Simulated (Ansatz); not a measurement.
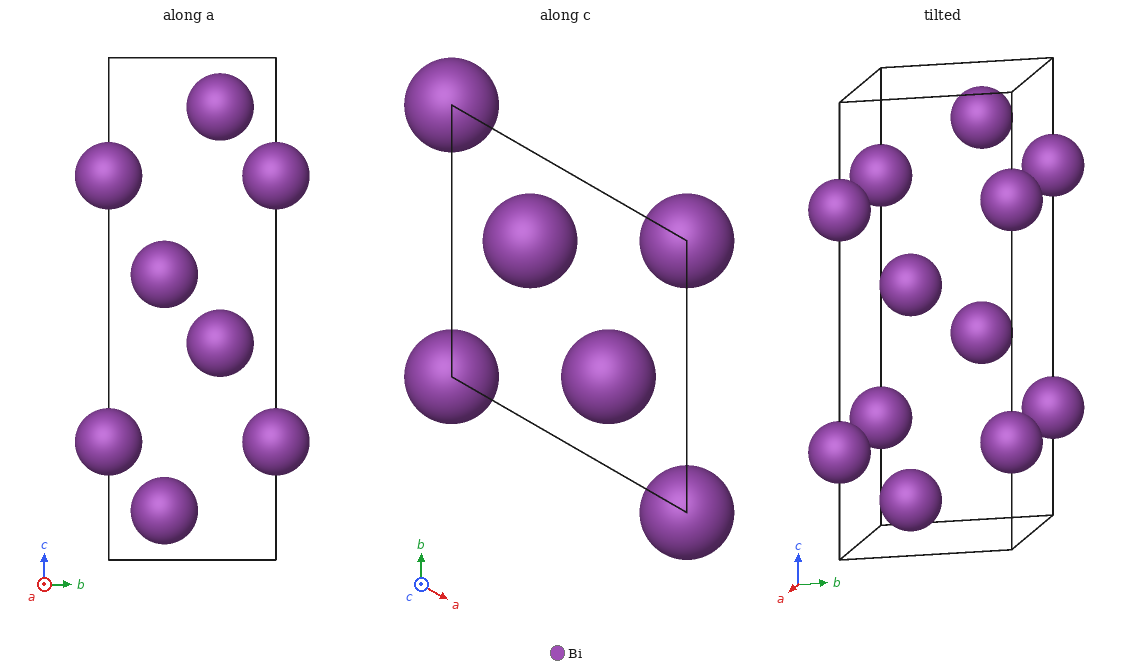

Spheres-only drawing of the structure, looking along the a axis, along the c axis and slightly off an axis. The wireframe shows the conventional unit cell.

How many atoms does the cell contain?

6 (bismuth), counting shared atoms by their share.

What lattice type does the structure have?

Rhombohedral (trigonal R) lattice; the crystal system is trigonal.

What space-group symmetry does the structure have?

R-3m (No. 166), with Bi on 6c.

Identify the structure type.

Α-arsenic (A7) type.

The initial geometry was a structure type known for this element. Earlier steps of the study may have refined or changed the cell and positions. Ansatz was used for an electronic-structure calculation on it.
